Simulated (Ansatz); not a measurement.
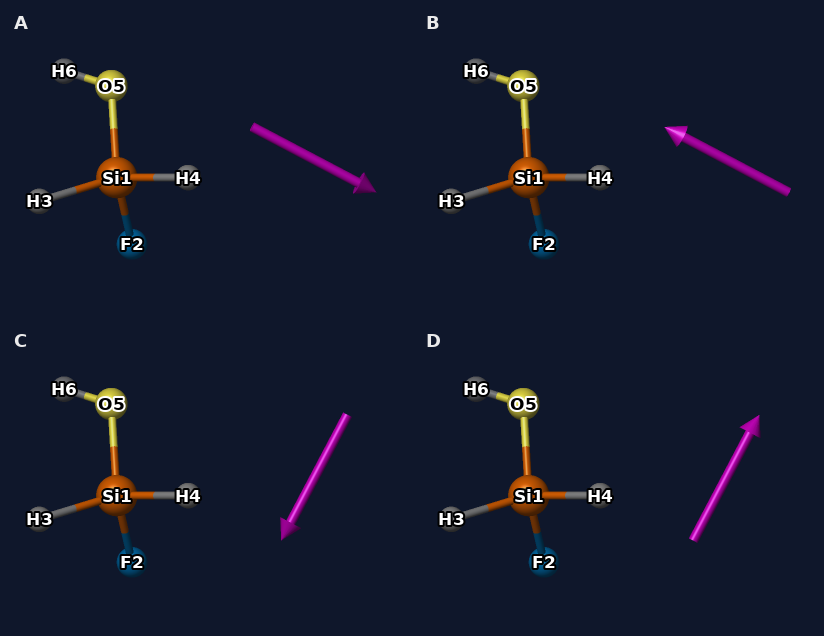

The same molecule four times, each with an arrow. The geometry was computed by an optimisation with PBE0-D4/def2-TZVP. Method: RKS PBE0-D4/def2-TZVP (Ansatz 0.2.0).

Question: Which arrow points along the dipole moment, from the negative to the positive end?

Answer: B. The dipole moment is 1.63 D; it points from the side of F2, H4 to the side of H6 (the outermost atoms at the two ends).
